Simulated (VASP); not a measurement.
Band structure of MnF₂ (rutile). These are PBEsol GGA, VASP's PBE PAW potentials (set 64) (plane waves; VASP 6.6.1) values and carry that method's errors.

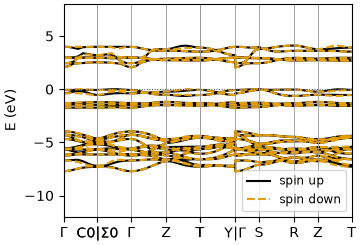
Bands along high-symmetry lines, zero at the valence-band maximum or, without a gap, the Fermi level

### Question
Read the plot: is there a gap, and where are the band edges?

### Answer
The gap is indirect, 2.05 eV, from the valence maximum at S to the conduction minimum at Γ. (Edges off the drawn lines would not show.)

The compound is MnF2 in the rutile structure. It was relaxed first.
